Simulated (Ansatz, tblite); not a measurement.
# Si20H28 off sphere (Si20H27+): a ladder of methods and basis sets

How do method and basis change the picture of Si20H28 off sphere (Si20H27+) (singlet)?

Computed with Ansatz 0.2.0, Gaussian basis. Level: as each input shows.

Plan: GFN1-xTB, GFN2-xTB, PBE-D4/def2-SVP, r2SCAN-D4/def2-SVP, PBE-QIDH/def2-SVP, B97M-V/def2-SVP, r2SCANh-D4/def2-SVP, PBE0-D4/def2-TZVP, PBE-D4/def2-TZVP, MP2/def2-SVP, RPA/def2-SVP.

### 1 The structure

The geometry is that of the singlet, from an earlier relaxation (PBE-D4/def2-SVP).

47 atoms, charge 1, spin multiplicity 1.

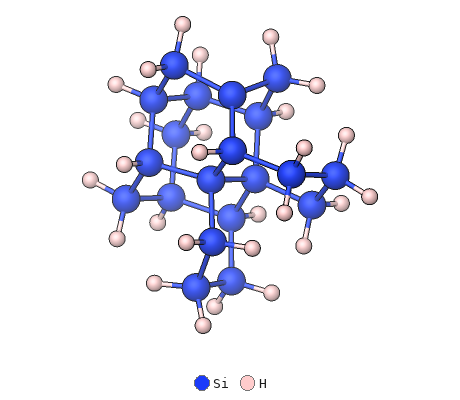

The geometry (silicon blue, hydrogen pink).

The ion is computed in the gas phase, without counter-ions or solvent.

PBE0-D4/def2-SVP was run before; its log isn't repeated, and its numbers join the tables.

### 2 GFN1-xTB

Tight binding, by tblite at 300 K electronic temperature and without a spin-polarisation term:

```python
tblite.interface.Calculator('GFN1-xTB', numbers, positions, charge=1, uhf=0).singlepoint()
```

Energy -1384.8844 eV, HOMO -13.64 eV, LUMO -12.45 eV; 0.32 s.

### 3 GFN2-xTB

Tight binding, by tblite at 300 K electronic temperature and without a spin-polarisation term:

```python
tblite.interface.Calculator('GFN2-xTB', numbers, positions, charge=1, uhf=0).singlepoint()
```

Energy -1296.3470 eV, HOMO -11.44 eV, LUMO -10.32 eV; 0.49 s.

### 4 PBE-D4/def2-SVP

start.molden holds the orbitals of an earlier run on this state, given as this run's starting guess.

Input file in.yaml:

```yaml
crystal:
  periodic: [false, false, false]
  atoms:
    - {symbol: Si, position_ang: [-3.775307, 1.866203, -0.179081]}
    - {symbol: Si, position_ang: [-1.305541, -3.249045, 2.801601]}
    - {symbol: Si, position_ang: [1.698755, -3.426604, -0.334175]}
    - {symbol: Si, position_ang: [-0.998109, 2.020403, -2.955845]}
    - {symbol: Si, position_ang: [1.669798, -0.731692, -3.017814]}
    - {symbol: Si, position_ang: [-1.052577, -0.819919, -0.313266]}
    - {symbol: Si, position_ang: [-0.950149, 1.667629, 2.539013]}
    - {symbol: Si, position_ang: [1.620165, -0.695872, 2.691740]}
    - {symbol: Si, position_ang: [1.731767, 1.994889, -0.281081]}
    - {symbol: Si, position_ang: [4.360863, -0.638065, -0.188699]}
    - {symbol: Si, position_ang: [-2.455117, -1.986701, 1.178643]}
    - {symbol: Si, position_ang: [-2.364857, 0.646726, -1.618248]}
    - {symbol: Si, position_ang: [-2.533314, 3.037058, 1.444316]}
    - {symbol: Si, position_ang: [0.282603, -2.130412, -1.722062]}
    - {symbol: Si, position_ang: [0.215214, -1.979538, 4.078421]}
    - {symbol: Si, position_ang: [2.682996, -1.766148, 0.987792]}
    - {symbol: Si, position_ang: [0.311291, 0.653586, -4.362033]}
    - {symbol: Si, position_ang: [0.441953, 3.381639, -1.684894]}
    - {symbol: Si, position_ang: [3.045326, 0.642862, -1.683692]}
    - {symbol: Si, position_ang: [0.400552, 0.506808, 0.960527]}
    - {symbol: H, position_ang: [-4.580673, 2.855603, -0.978610]}
    - {symbol: H, position_ang: [-4.705922, 0.908636, 0.515376]}
    - {symbol: H, position_ang: [-2.297871, -3.849897, 3.762068]}
    - {symbol: H, position_ang: [-0.533059, -4.357361, 2.140313]}
    - {symbol: H, position_ang: [2.831143, -4.038425, -1.117261]}
    - {symbol: H, position_ang: [0.989532, -4.457981, 0.494257]}
    - {symbol: H, position_ang: [-1.886839, 2.904032, -3.795463]}
    - {symbol: H, position_ang: [2.566608, -1.608459, -3.856887]}
    - {symbol: H, position_ang: [-1.644439, 0.615072, 3.362411]}
    - {symbol: H, position_ang: [-0.029471, 2.452385, 3.437046]}
    - {symbol: H, position_ang: [2.540778, 0.305892, 3.336058]}
    - {symbol: H, position_ang: [2.605679, 2.763667, 0.678235]}
    - {symbol: H, position_ang: [5.200198, -1.681887, -0.875732]}
    - {symbol: H, position_ang: [5.177022, 0.214932, 0.741027]}
    - {symbol: H, position_ang: [-3.363636, -2.886956, 0.383434]}
    - {symbol: H, position_ang: [-3.290235, -0.950111, 1.882979]}
    - {symbol: H, position_ang: [-3.199689, -0.225030, -2.525982]}
    - {symbol: H, position_ang: [-3.442622, 3.567853, 2.523098]}
    - {symbol: H, position_ang: [-1.786504, 4.181920, 0.818892]}
    - {symbol: H, position_ang: [-0.523447, -3.041011, -2.614914]}
    - {symbol: H, position_ang: [1.132262, -2.867682, 4.875973]}
    - {symbol: H, position_ang: [-0.481870, -1.020628, 5.002034]}
    - {symbol: H, position_ang: [-0.573635, -0.213878, -5.217532]}
    - {symbol: H, position_ang: [1.198660, 1.500539, -5.235871]}
    - {symbol: H, position_ang: [1.418477, 4.065568, -2.606405]}
    - {symbol: H, position_ang: [-0.302944, 4.419235, -0.893318]}
    - {symbol: H, position_ang: [3.956207, 1.450126, -2.576401]}
basis:
  gaussian: {orbitals: def2-SVP, fitting: {mean_field: def2-universal-jkfit}, initial_orbitals: start.molden}
total_charge: 1
hamiltonian: {xc: pbe, dispersion: d4}
scf: {omitted_lower_state_checks: [starts]}
output: {forces: true, orbitals: {seedname: orbitals}}
```

Launch:

```console
$ ansatz run in.yaml --threads 2 --pin off --events-out ev --progress --plain --max-ram 32768MiB --backend cuda --devices 0, --max-vram 18GiB
```

What it wrote, shortened:

```text
Functional definition: PBE
  name "PBE"
  cite "Perdew, Burke & Ernzerhof, Phys. Rev. Lett. 77, 3865 (1996) doi:10.1103/PhysRevLett.77.3865"
  parent pbe
[...]
3046 factors; integrals over basis functions are off by at most 3.2e-1 eV
[...]
mean field -157859.52970284 eV, -5801.2307155471 hartree, gradient 2.0e-5 eV, S^2 0.000000; 0 other end points of the search recorded, 0 dependent functions left out
[...]
reference -157859.52978646 eV, -5801.2307186201 hartree; 153, 153 occupied and 342, 342 virtual orbitals, 3046 factors
Total energy: -157862.90270036 eV, -5801.3546709195 hartree
Atom 0 at    -3.775307     1.866203    -0.179081 Å, force     0.005370    -0.000097     0.002614 eV/Å
Atom 1 at    -1.305541    -3.249045     2.801601 Å, force    -0.002453     0.002959    -0.004572 eV/Å
Atom 2 at     1.698755    -3.426604    -0.334175 Å, force     0.015250    -0.012538     0.002659 eV/Å
Atom 3 at    -0.998109     2.020403    -2.955845 Å, force     0.003936    -0.015235    -0.000854 eV/Å
Atom 4 at     1.669798    -0.731692    -3.017814 Å, force     0.002160     0.005242    -0.011626 eV/Å
Atom 5 at    -1.052577    -0.819919    -0.313266 Å, force     0.003141    -0.001818     0.001708 eV/Å
Atom 6 at    -0.950149     1.667629     2.539013 Å, force     0.000188     0.005181     0.004314 eV/Å
Atom 7 at     1.620165    -0.695872     2.691740 Å, force    -0.002866    -0.006973    -0.014392 eV/Å
[...]
Atom 31 at     2.605679     2.763667     0.678235 Å, force     0.002881     0.003695     0.007598 eV/Å
Atom 32 at     5.200198    -1.681887    -0.875732 Å, force    -0.007692     0.012685     0.007146 eV/Å
Atom 33 at     5.177022     0.214932     0.741027 Å, force    -0.000285     0.004153    -0.002835 eV/Å
Atom 34 at    -3.363636    -2.886956     0.383434 Å, force     0.004488     0.000541    -0.000828 eV/Å
Atom 35 at    -3.290235    -0.950111     1.882979 Å, force    -0.009083    -0.000923     0.000187 eV/Å
Atom 36 at    -3.199689    -0.225030    -2.525982 Å, force     0.002856    -0.002866     0.001103 eV/Å
Atom 37 at    -3.442622     3.567853     2.523098 Å, force     0.003507    -0.001366     0.000380 eV/Å
Atom 38 at    -1.786504     4.181920     0.818892 Å, force     0.000038     0.002773    -0.002189 eV/Å
Atom 39 at    -0.523447    -3.041011    -2.614914 Å, force     0.000479    -0.005837    -0.003416 eV/Å
Atom 40 at     1.132262    -2.867682     4.875973 Å, force     0.001200    -0.003681     0.003598 eV/Å
Atom 41 at    -0.481870    -1.020628     5.002034 Å, force    -0.000045     0.002701     0.002379 eV/Å
Atom 42 at    -0.573635    -0.213878    -5.217532 Å, force     0.002305    -0.001839     0.003271 eV/Å
Atom 43 at     1.198660     1.500539    -5.235871 Å, force    -0.002367    -0.002874    -0.001424 eV/Å
Atom 44 at     1.418477     4.065568    -2.606405 Å, force    -0.001381     0.003710    -0.004516 eV/Å
Atom 45 at    -0.302944     4.419235    -0.893318 Å, force    -0.000798     0.000437     0.008832 eV/Å
Atom 46 at     3.956207     1.450126    -2.576401 Å, force     0.004750    -0.000099    -0.003339 eV/Å
Dipole moment:     0.487325    -0.350867     0.357240 e Å
Checks for a lower state left out: starts
```

Wall time 7 s (1 × H100 (card shared with other runs) with 2 threads of AMD EPYC 7R13, shared host); peak host memory 1.1 GiB.

HOMO -9.12 eV, LUMO -7.31 eV.

### 5 r2SCAN-D4/def2-SVP

in.yaml: that of step 4 with these lines changed.

```diff
@@ -53,3 +53,3 @@
 total_charge: 1
-hamiltonian: {xc: pbe, dispersion: d4}
+hamiltonian: {xc: r2scan, dispersion: d4}
 scf: {omitted_lower_state_checks: [starts]}
```

The command is unchanged.

What it wrote, shortened:

```text
Functional definition: r2SCAN
  name "r2SCAN"
  cite "Furness, Kaplan, Ning, Perdew & Sun, J. Phys. Chem. Lett. 11, 8208 (2020) doi:10.1021/acs.jpclett.0c02405"
  cite "Furness, Kaplan, Ning, Perdew & Sun, J. Phys. Chem. Lett. 11, 9248 (2020) doi:10.1021/acs.jpclett.0c03077"
  parent r2scan
[...]
3046 factors; integrals over basis functions are off by at most 3.2e-1 eV
[...]
mean field -157928.14148501 eV, -5803.7521520351 hartree, gradient 8.9e-6 eV, S^2 0.000000; 0 other end points of the search recorded, 0 dependent functions left out
[...]
reference -157928.14151007 eV, -5803.7521529561 hartree; 153, 153 occupied and 342, 342 virtual orbitals, 3046 factors
Total energy: -157929.11292667 eV, -5803.7878518574 hartree
Atom 0 at    -3.775307     1.866203    -0.179081 Å, force    -0.157598     0.020088    -0.011138 eV/Å
[...]
Atom 38 at    -1.786504     4.181920     0.818892 Å, force    -0.103159    -0.135710     0.084848 eV/Å
Atom 39 at    -0.523447    -3.041011    -2.614914 Å, force     0.095404     0.099617     0.098842 eV/Å
Atom 40 at     1.132262    -2.867682     4.875973 Å, force    -0.113660     0.099972    -0.094130 eV/Å
Atom 41 at    -0.481870    -1.020628     5.002034 Å, force     0.085230    -0.120778    -0.106618 eV/Å
Atom 42 at    -0.573635    -0.213878    -5.217532 Å, force     0.107064     0.102715     0.104294 eV/Å
Atom 43 at     1.198660     1.500539    -5.235871 Å, force    -0.109291    -0.103035     0.101513 eV/Å
Atom 44 at     1.418477     4.065568    -2.606405 Å, force    -0.118047    -0.076946     0.102913 eV/Å
Atom 45 at    -0.302944     4.419235    -0.893318 Å, force     0.101952    -0.123931    -0.106138 eV/Å
Atom 46 at     3.956207     1.450126    -2.576401 Å, force    -0.100122    -0.093209     0.099175 eV/Å
Dipole moment:     0.528750    -0.376199     0.369831 e Å
Checks for a lower state left out: starts
```

Wall time 9.5 s (1 × H100 (card shared with other runs) with 2 threads of AMD EPYC 7R13, shared host); peak host memory 1.1 GiB.

From the report: HOMO -9.39 eV, LUMO -7.39 eV.

### 6 PBE-QIDH/def2-SVP

in.yaml: that of step 5 with these lines changed.

```diff
@@ -53,4 +53,3 @@
 total_charge: 1
-hamiltonian: {xc: r2scan, dispersion: d4}
+hamiltonian: {xc: {name: PBE-QIDH}}
 scf: {omitted_lower_state_checks: [starts]}
-output: {forces: true, orbitals: {seedname: orbitals}}
```

Same command.

What it wrote, shortened:

```text
Functional definition: PBE-QIDH
  name "PBE-QIDH"
  cite "Brémond, Sancho-García, Pérez-Jiménez & Adamo, J. Chem. Phys. 141, 031101 (2014) doi:10.1063/1.4890314"
  cite "Perdew, Burke & Ernzerhof, Phys. Rev. Lett. 77, 3865 (1996) doi:10.1103/PhysRevLett.77.3865"
[...]
3046 factors; integrals over basis functions are off by at most 3.2e-1 eV
[...]
mean field -157803.35463238 eV, -5799.1663197845 hartree, gradient 2.8e-6 eV, S^2 0.000000; 0 other end points of the search recorded, 0 dependent functions left out
100 core orbitals not correlated: weight in the atoms' cores, before any rotation towards them, 1.000 or more for the frozen orbitals, at most 0.000 for the correlated occupied ones
reference -157803.35465837 eV, -5799.1663207395 hartree; 53, 53 occupied and 342, 342 virtual orbitals, 3046 factors
second order -62.21796436 eV of doubles, -0.00000000 eV of singles
Total energy: -157824.09397982 eV, -5799.9284767453 hartree
Checks for a lower state left out: starts
```

Wall time 11 s (1 × H100 (card shared with other runs) with 2 threads of AMD EPYC 7R13, shared host); peak host memory 2.9 GiB.

### 7 B97M-V/def2-SVP

in.yaml: that of step 6 with these lines changed.

```diff
@@ -53,3 +53,4 @@
 total_charge: 1
-hamiltonian: {xc: {name: PBE-QIDH}}
+hamiltonian: {xc: {name: B97M-V}}
 scf: {omitted_lower_state_checks: [starts]}
+output: {orbitals: {seedname: orbitals}}
```

The command is unchanged.

What it wrote, shortened:

```text
Functional definition: B97M-V
  name "B97M-V"
  cite "Mardirossian & Head-Gordon, J. Chem. Phys. 142, 074111 (2015) doi:10.1063/1.4907719"
  cite "Becke, J. Chem. Phys. 107, 8554 (1997) doi:10.1063/1.475007"
  cite "Vydrov & Van Voorhis, J. Chem. Phys. 133, 244103 (2010) doi:10.1063/1.3521275"
  # Of w^i u^j: cxij and so on, Table III.
[...]
  gx(w, u) = cx00 + cx01*u + cx02*u^2 + (cx10 + cx11*u)*w
  gss(w, u) = css00 + css02*u^2 + css10*w + (css32*w^3 + css42*w^4)*u^2
  gos(w, u) = cos00 + cos01*u + cos03*u^3 + cos10*w + cos32*w^3*u^2
[...]
      + integral(e_c_pw_mod_opposite_spin*gos(b97_w_opposite, b97_u_opposite)) + vv10(b, c)
[...]
3046 factors; integrals over basis functions are off by at most 3.2e-1 eV
[...]
mean field -157902.38308558 eV, -5802.8055483156 hartree, gradient 2.4e-5 eV, S^2 0.000000; 0 other end points of the search recorded, 0 dependent functions left out
reference -157902.38321496 eV, -5802.8055530703 hartree; 153, 153 occupied and 342, 342 virtual orbitals, 3046 factors
Total energy: -157902.38321496 eV, -5802.8055530703 hartree
Checks for a lower state left out: starts
```

Wall time 12 s (1 × H100 (card shared with other runs) with 2 threads of AMD EPYC 7R13, shared host); peak host memory 1.4 GiB.

From the report: HOMO -9.52 eV, LUMO -7.47 eV.

### 8 r2SCANh-D4/def2-SVP

in.yaml: that of step 7 with these lines changed.

```diff
@@ -53,3 +53,3 @@
 total_charge: 1
-hamiltonian: {xc: {name: B97M-V}}
+hamiltonian: {xc: {name: r2SCANh}, dispersion: d4}
 scf: {omitted_lower_state_checks: [starts]}
```

The command is unchanged.

What it wrote, shortened:

```text
Functional definition: r2SCANh
  name "r2SCANh"
  cite "Bursch, Neugebauer, Ehlert & Grimme, J. Chem. Phys. 156, 134105 (2022) doi:10.1063/5.0086040"
  cite "Furness, Kaplan, Ning, Perdew & Sun, J. Phys. Chem. Lett. 11, 8208 (2020) doi:10.1021/acs.jpclett.0c02405"
  cite "Furness, Kaplan, Ning, Perdew & Sun, J. Phys. Chem. Lett. 11, 9248 (2020) doi:10.1021/acs.jpclett.0c03077"
  parent r2scan
[...]
3046 factors; integrals over basis functions are off by at most 3.2e-1 eV
[...]
mean field -157927.25080920 eV, -5803.7194203026 hartree, gradient 2.1e-5 eV, S^2 0.000000; 0 other end points of the search recorded, 0 dependent functions left out
reference -157927.25083222 eV, -5803.7194211486 hartree; 153, 153 occupied and 342, 342 virtual orbitals, 3046 factors
Total energy: -157928.33723410 eV, -5803.7593456814 hartree
Checks for a lower state left out: starts
```

It took 8.5 s on 1 × H100 (card shared with other runs) with 2 threads of AMD EPYC 7R13, shared host; peak host memory 1.1 GiB.

HOMO -9.71 eV, LUMO -7.20 eV.

### 9 PBE0-D4/def2-TZVP

in.yaml: that of step 8 with these lines changed.

```diff
@@ -51,5 +51,5 @@
 basis:
-  gaussian: {orbitals: def2-SVP, fitting: {mean_field: def2-universal-jkfit}, initial_orbitals: start.molden}
+  gaussian: {orbitals: def2-TZVP, fitting: {mean_field: def2-universal-jkfit}, initial_orbitals: start.molden}
 total_charge: 1
-hamiltonian: {xc: {name: r2SCANh}, dispersion: d4}
+hamiltonian: {xc: pbe0, dispersion: d4}
 scf: {omitted_lower_state_checks: [starts]}
```

Launched as before.

What it wrote, shortened:

```text
Functional definition: PBE0
  name "PBE0"
  cite "Adamo & Barone, J. Chem. Phys. 110, 6158 (1999) doi:10.1063/1.478522"
  cite "Perdew, Burke & Ernzerhof, Phys. Rev. Lett. 77, 3865 (1996) doi:10.1103/PhysRevLett.77.3865"
  parent pbe
[...]
3046 factors; integrals over basis functions are off by at most 5.9e-1 eV
[...]
mean field -157929.54375654 eV, -5803.8036845632 hartree, gradient 2.7e-5 eV, S^2 0.000000; 0 other end points of the search recorded, 0 dependent functions left out
reference -157929.54384135 eV, -5803.8036876801 hartree; 153, 153 occupied and 749, 749 virtual orbitals, 3046 factors
Total energy: -157932.62043811 eV, -5803.9167505254 hartree
Checks for a lower state left out: starts
```

Run time: 11 s. Hardware: 1 × H100 (card shared with other runs) with 2 threads of AMD EPYC 7R13, shared host; peak host memory 1.2 GiB.

Report: HOMO -9.96 eV, LUMO -6.76 eV.

### 10 PBE-D4/def2-TZVP

in.yaml: that of step 9 with these lines changed.

```diff
@@ -53,3 +53,3 @@
 total_charge: 1
-hamiltonian: {xc: pbe0, dispersion: d4}
+hamiltonian: {xc: pbe, dispersion: d4}
 scf: {omitted_lower_state_checks: [starts]}
```

Launched as before.

What it wrote:

```text
Functional definition: PBE
  name "PBE"
  cite "Perdew, Burke & Ernzerhof, Phys. Rev. Lett. 77, 3865 (1996) doi:10.1103/PhysRevLett.77.3865"
  parent pbe
  parameter kappa = 0.804
  parameter beta = 0.06672455060314922
  exchange = pbe_x(kappa = kappa, mu = beta*pi^2/3)
  correlation = pbe_c(beta = beta)
these checks for a lower state are left out or cut short: starts
3046 factors; integrals over basis functions are off by at most 5.9e-1 eV
mean field evaluation 1: about -157902.0853 eV, gradient 2.9e2 eV
mean field evaluation 2: about -157913.4912 eV, gradient 1.3e1 eV
mean field evaluation 4: about -157913.8431 eV, gradient 3.9e-1 eV
mean field evaluation 8: about -157913.8445 eV, gradient 2.4e-5 eV
mean field -157913.84454737 eV, -5803.2267492676 hartree, gradient 2.4e-5 eV, S^2 0.000000; 0 other end points of the search recorded, 0 dependent functions left out
reference -157913.84465908 eV, -5803.2267533728 hartree; 153, 153 occupied and 749, 749 virtual orbitals, 3046 factors
Total energy: -157917.21757297 eV, -5803.3507056722 hartree
Checks for a lower state left out: starts
```

Run time: 8 s. Hardware: 1 × H100 (card shared with other runs) with 2 threads of AMD EPYC 7R13, shared host; peak host memory 1.2 GiB.

Report: HOMO -9.07 eV, LUMO -7.26 eV.

### 11 MP2/def2-SVP

in.yaml: that of step 10 with these lines changed.

```diff
@@ -51,5 +51,5 @@
 basis:
-  gaussian: {orbitals: def2-TZVP, fitting: {mean_field: def2-universal-jkfit}, initial_orbitals: start.molden}
+  gaussian: {orbitals: def2-SVP, initial_orbitals: start.molden}
 total_charge: 1
-hamiltonian: {xc: pbe, dispersion: d4}
+correlation: {method: mp2}
 scf: {omitted_lower_state_checks: [starts]}
```

Same command.

What it wrote:

```text
Functional definition: HF
  name "HF"
  cite "Fock, Z. Phys. 61, 126 (1930) doi:10.1007/BF01340294"
  parent pbe
  exchange = exact_x
  correlation = 0
these checks for a lower state are left out or cut short: starts
4750 factors; integrals over basis functions are off by at most 1.0e-3 eV
mean field evaluation 1: about -157616.2958 eV, gradient 3.9e1 eV
mean field evaluation 2: about -157619.8289 eV, gradient 3.0e0 eV
mean field evaluation 4: about -157619.9272 eV, gradient 1.9e-4 eV
mean field -157619.93313353 eV, -5792.4257040295 hartree, gradient 5.9e-6 eV, S^2 0.000000; 0 other end points of the search recorded, 0 dependent functions left out
100 core orbitals not correlated: weight in the atoms' cores, before any rotation towards them, 1.000 or more for the frozen orbitals, at most 0.000 for the correlated occupied ones
reference -157619.93313353 eV, -5792.4257040295 hartree; 53, 53 occupied and 342, 342 virtual orbitals, 4750 factors
second order -52.89955832 eV of doubles, -0.00000000 eV of singles
Total energy: -157672.83269185 eV, -5794.3697269411 hartree
Checks for a lower state left out: starts
```

Run time: 8 s. Hardware: 1 × H100 (card shared with other runs) with 2 threads of AMD EPYC 7R13, shared host; peak host memory 1.2 GiB.

From the report: Hartree-Fock HOMO -12.04 eV, LUMO -4.16 eV.

### 12 RPA/def2-SVP

in.yaml: that of step 11 with these lines changed.

```diff
@@ -53,4 +53,4 @@
 total_charge: 1
-correlation: {method: mp2}
+hamiltonian: {xc: pbe}
+correlation: {method: rpa}
 scf: {omitted_lower_state_checks: [starts]}
-output: {orbitals: {seedname: orbitals}}
```

Same command.

What it wrote, shortened:

```text
Functional definition: PBE
  name "PBE"
  cite "Perdew, Burke & Ernzerhof, Phys. Rev. Lett. 77, 3865 (1996) doi:10.1103/PhysRevLett.77.3865"
  parent pbe
[...]
4750 factors; integrals over basis functions are off by at most 1.0e-3 eV
[...]
mean field -157859.51281997 eV, -5801.2300951131 hartree, gradient 2.6e-6 eV, S^2 0.000000; 0 other end points of the search recorded, 0 dependent functions left out
100 core orbitals not correlated: weight in the atoms' cores, before any rotation towards them, 1.000 or more for the frozen orbitals, at most 0.000 for the correlated occupied ones
reference -157613.38060861 eV, -5792.1849031799 hartree; 53, 53 occupied and 342, 342 virtual orbitals, 4750 factors
Total energy: -157713.20498731 eV, -5795.8533814339 hartree
Checks for a lower state left out: starts
```

Run time: 10 s. Hardware: 1 × H100 (card shared with other runs) with 2 threads of AMD EPYC 7R13, shared host; peak host memory 3.4 GiB.

### 13 Levels side by side

```
              level  functions  HOMO (eV)  LUMO (eV)  gap (eV)   time
    PBE-D4/def2-SVP        495      -9.12      -7.31      1.81    7 s
   PBE-D4/def2-TZVP        902      -9.07      -7.26      1.81    8 s
 r2SCAN-D4/def2-SVP        495      -9.39      -7.39      2.00  9.5 s
    B97M-V/def2-SVP        495      -9.52      -7.47      2.05   12 s
r2SCANh-D4/def2-SVP        495      -9.71      -7.20      2.51  8.5 s
   PBE0-D4/def2-SVP        495     -10.05      -6.86      3.19    7 s
  PBE0-D4/def2-TZVP        902      -9.96      -6.76      3.20   11 s
```

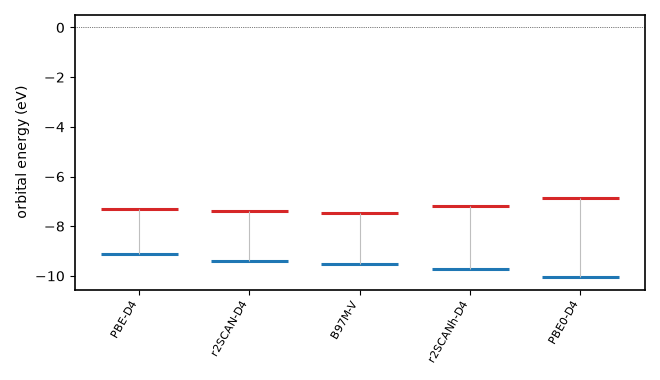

Highest filled (blue) and lowest empty (red) level in def2-SVP.

The pieces so far (eV):

```
   basis            HF  MP2 correlation               total
def2-SVP  -157619.9331         -52.8996  -157672.8327 (MP2)
```

### 14 What came out

| quantity | value |
| --- | --- |
| gap in def2-SVP, named functionals, smallest and largest | 1.81 eV (PBE-D4), 3.19 eV (PBE0-D4) |
| correlation energy, MP2/def2-SVP | -52.90 eV |
| PBE0 total energy, smallest basis above largest | 53.78 eV (def2-SVP, def2-TZVP) |

Over the named functionals in def2-SVP the gap runs from 1.81 eV (PBE-D4) to 3.19 eV (PBE0-D4); exact exchange widens it.

The slowest run with a step of its own, B97M-V/def2-SVP, took 12 s; the quickest functional in def2-SVP took 7 s (shared host).
